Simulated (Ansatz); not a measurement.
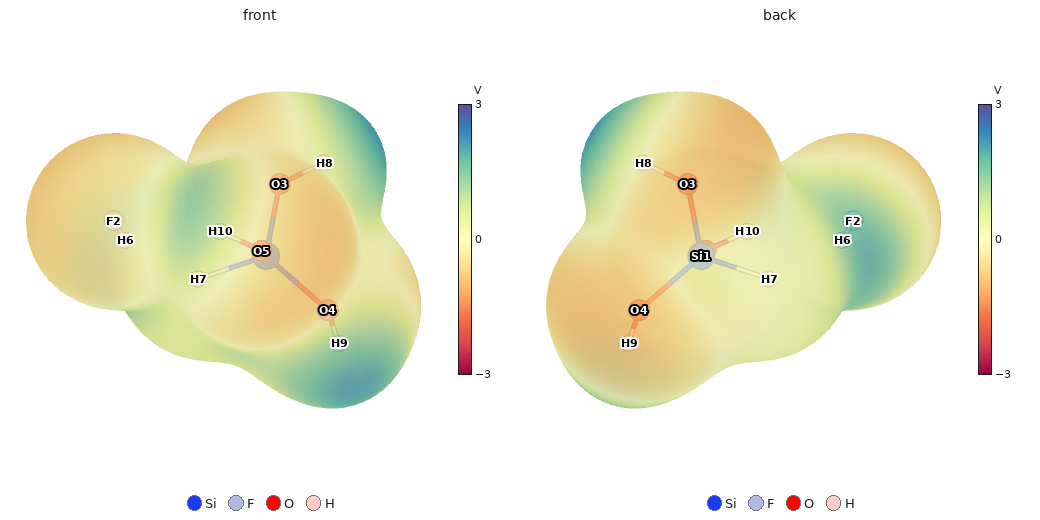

*H$_{4}$O$_{3}$Si···HF. The electrostatic potential painted on the density surface at 0.001 e/bohr³, seen from the front and from behind; the colour scale runs from red (negative) to blue (positive).*

The product side of a reaction path; geometry: PBE0-D4/def2-TZVP.

The calculation used Ansatz 0.2.0, RKS PBE0-D4/def2-TZVPP.

Input file:

```
crystal:
  periodic: [false, false, false]
  atoms:
    - {symbol: Si, position_ang: [-0.456211, -0.114812, -0.263628]}
    - {symbol: F, position_ang: [2.704680, 0.242052, 0.542551]}
    - {symbol: O, position_ang: [-0.668088, -1.648498, 0.231414]}
    - {symbol: O, position_ang: [-1.807804, 0.405288, -1.010022]}
    - {symbol: O, position_ang: [-0.123587, 0.972780, 0.905593]}
    - {symbol: H, position_ang: [2.324121, -0.066004, -0.245521]}
    - {symbol: H, position_ang: [0.704024, -0.226306, -1.192389]}
    - {symbol: H, position_ang: [-1.458693, -1.863532, 0.729339]}
    - {symbol: H, position_ang: [-1.986473, 1.346048, -0.963914]}
    - {symbol: H, position_ang: [0.767932, 0.952785, 1.266678]}
basis:
  gaussian: {orbitals: def2-TZVPP}
hamiltonian: {xc: pbe0, dispersion: d4}
output: {orbitals: {seedname: orbitals}}
```

Launched as:

```sh
ansatz run in.yaml --threads 4 --pin off --events-out ev --progress --plain --max-ram 9574MiB
```

### Describe the electrostatic potential map.

The most negative region (about −1.0 V, or −23 kcal/mol for a unit charge) lies over O3 and O4, the most positive (about +2.2 V, or +51 kcal/mol for a unit charge) over H8 and H9.
